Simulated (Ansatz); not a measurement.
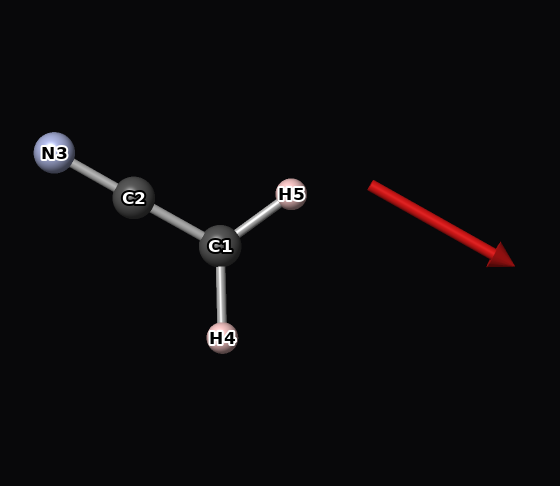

The arrow beside the molecule shows the direction of the dipole moment, from the negative to the positive end (its length means nothing). The species is neutral and a spin doublet. Geometry: atoms displaced at random (about 0.07 Å) from a stationary point of GFN2-xTB. Properties computed with UKS PBE0-D4/def2-TZVPP (Ansatz 0.2.0).

### How large is the dipole moment?

3.40 D; it points from the side of N3 to the side of H4, H5 (the outermost atoms at the two ends).
